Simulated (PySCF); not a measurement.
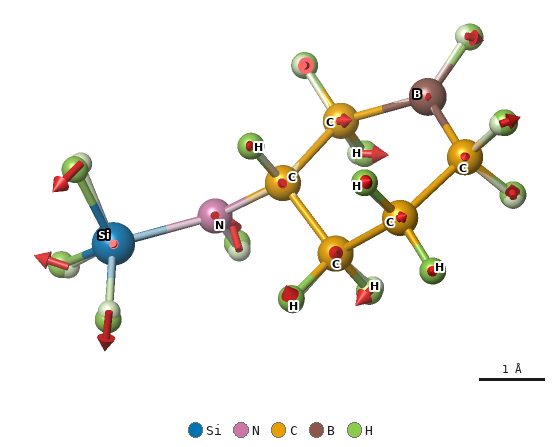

This is a relaxation of C5H14BNSi. The starting structure is drawn faded, the final one solid; red arrows show the displacements, 5 times their true length. The two geometries are superimposed by the best rigid fit.

A ball-and-stick model, seen from a free direction.

The start comes from GFN2-xTB. Its atoms were then displaced at random by about 0.01 Å.

These are results of PySCF, PBE0-D3(BJ)/def2-SVP geometry optimisation, gas phase, not measurements. 

Atoms of which element are displaced furthest, and by how much?

Hydrogen: up to 0.16 Å, against 0.05 Å for carbon.

What happened in the run?

The largest move after the best rigid fit is that of an H atom, 0.16 Å. Largest moves by element: H 0.16 Å, C 0.05 Å, Si 0.02 Å, N 0.02 Å, B 0.02 Å. Some distances before and after: H–Si 1.442 → 1.505 Å, B–C 1.607 → 1.564 Å, C–H 1.066 → 1.102 Å, C–C 1.508 → 1.533 Å. Among the angles between lasting bonds that change: N–Si–H 103.9° → 109.0°, B–C–H 105.5° → 101.1°, N–Si–H 103.7° → 107.3°. The energy falls by 23.5 kJ/mol in 7 geometry steps.
